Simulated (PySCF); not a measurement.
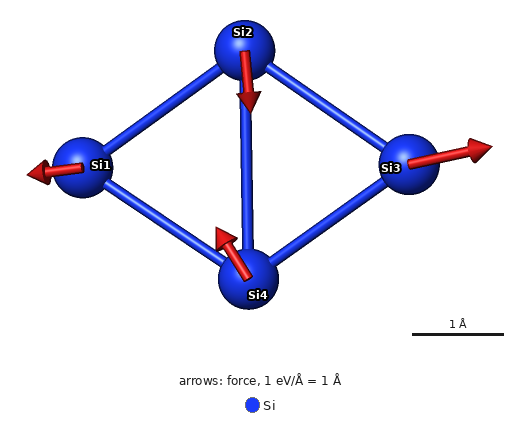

Starting geometry of Si4 with the computed forces as red arrows. The picture is a ball-and-stick view, seen at a tilt.

The start comes from GFN2-xTB. Its atoms were then displaced at random by about 0.01 Å.

Theory: PBE0-D3(BJ)/def2-SVP geometry optimisation, gas phase (PySCF). 

> What follows when this structure is relaxed?

It isn't relaxed: the largest force vector, on Si3, is 1.00 eV/Å. The atoms end up moving mostly along the starting forces (cosine between the two patterns 0.98). The energy falls by 2.20 kcal/mol in 4 geometry steps. Si3 moves most after the best rigid fit: 0.069 Å. Some distances before and after: Si2–Si4 2.517 → 2.406 Å, Si3–Si4 2.267 → 2.317 Å, Si1–Si2 2.299 → 2.317 Å, Si1–Si4 2.306 → 2.317 Å. Bond angles that change, for instance: Si1–Si2–Si3 112.9° → 117.4°, Si2–Si3–Si4 66.8° → 62.6°, Si2–Si1–Si4 66.3° → 62.6°.
